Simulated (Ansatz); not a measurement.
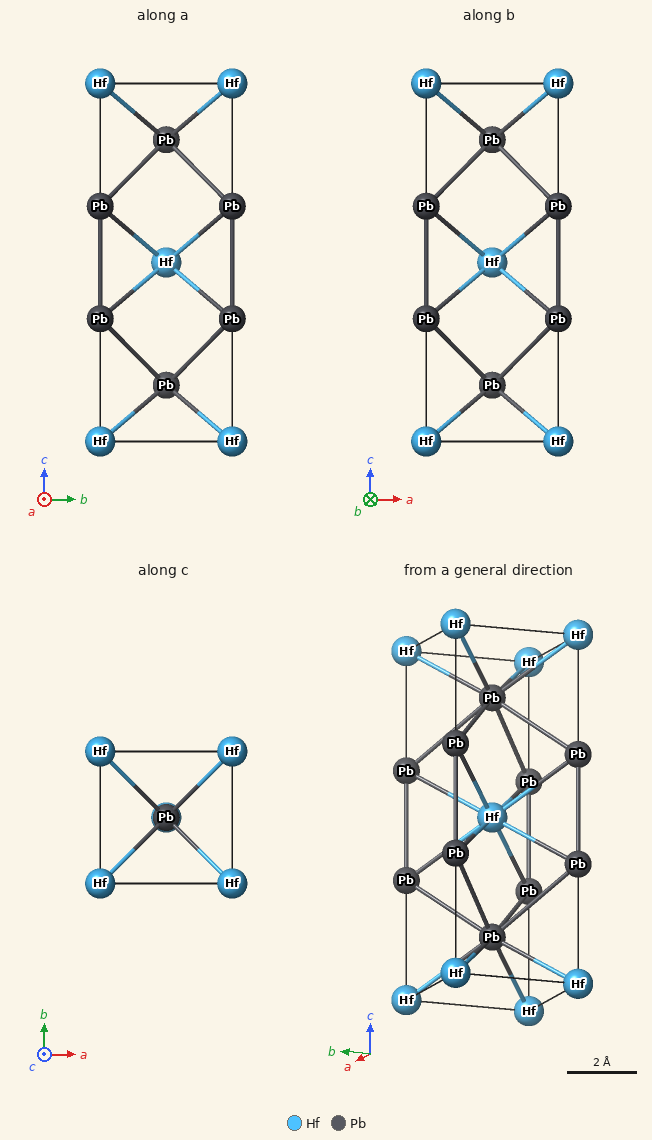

Shown here is a ball-and-stick view of the crystal, taken along the a axis, along the b axis, along the c axis and from a general direction. The edges of the conventional unit cell are marked.

Sticks mark Hf–Pb up to 3.56 Å, Pb–Pb up to 3.56 Å (cut-off distances).

What is the chemical formula?

HfPb2. The cell holds 2 Hf, 4 Pb, counting shared atoms by their share.

What are the crystal system and the lattice centring?

Body-centred tetragonal.

Name the space group.

I4/mmm (No. 139), with Hf on 2a and Pb on 4e.

The model was built from a textbook structure type filled with these elements (whether it is the usual form wasn't checked). The structure drawn was relaxed with DFT PBE, scalar-relativistic, plane waves, PAW (Ansatz).
